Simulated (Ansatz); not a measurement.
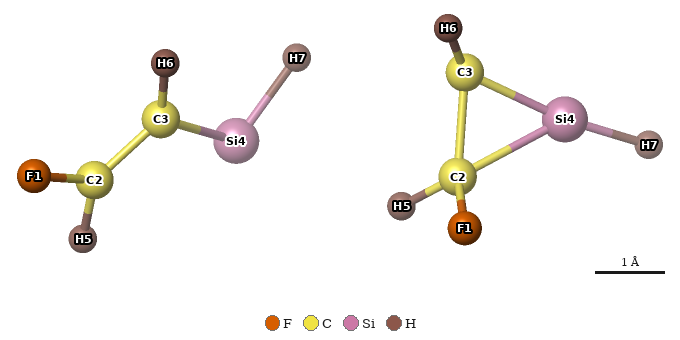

Two geometries of C2H3FSi, drawn at one scale. One is the start of a relaxation, the other its converged end. Style: ball-and-stick. Shown at a tilt.

Method: Ansatz 0.2.0, RKS PBE0-D4/def2-TZVP. Set-up: force threshold 0.005 eV/Å; at most 200 steps.

Question: Which one is relaxed?

Answer: The left one is the relaxed one. After 26 accepted moves (28 points after the start) the energy has fallen by 175.8 kJ/mol. The largest force component goes from 2.4 to 0.0043 eV/Å. The line search rejected the trial steps at points 12, 23 of the run. The largest move after the best rigid fit is that of F1, 1.54 Å. Largest moves by element: F 1.54 Å, H 1.30 Å, C 0.87 Å, Si 0.80 Å. Near-neighbour distances that change, for instance: C2–Si4 1.893 → 2.708 Å, C2–C3 1.536 → 1.334 Å, C3–Si4 1.765 → 1.861 Å, Si4–H7 1.440 → 1.526 Å. Bonds break, among them: C2–Si4 (1.89 → 2.71 Å). Bond angles that change, for instance: C3–Si4–H7 171.7° → 95.2°, C2–C3–Si4 69.6° → 114.9°, C2–C3–H6 128.2° → 117.7°. Cost: 120 s on 2 threads of Intel Xeon Platinum 8259CL @ 2.50GHz, on a shared host.
